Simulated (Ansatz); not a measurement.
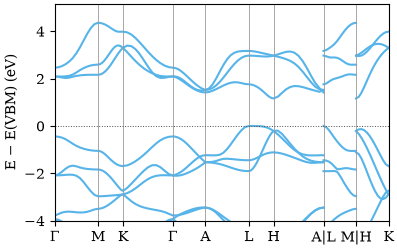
Figure. Band structure from plane-wave PAW r²SCAN+D4 (Ansatz code)

Q: Read off the gap and where the band edges lie.

A: About 1.2 eV (1.16 eV by a search for the band edges); maximum on the L–H line, 27 % of the way from L, minimum at H.

The material is Se (trigonal Se type, P3_121).

The r²SCAN+D4 relaxation kept the symmetry of its start. Scalar-relativistic: spin–orbit coupling is off unless named, which matters more the heavier the elements.

Potentials: the later of the program's two PAW sets.
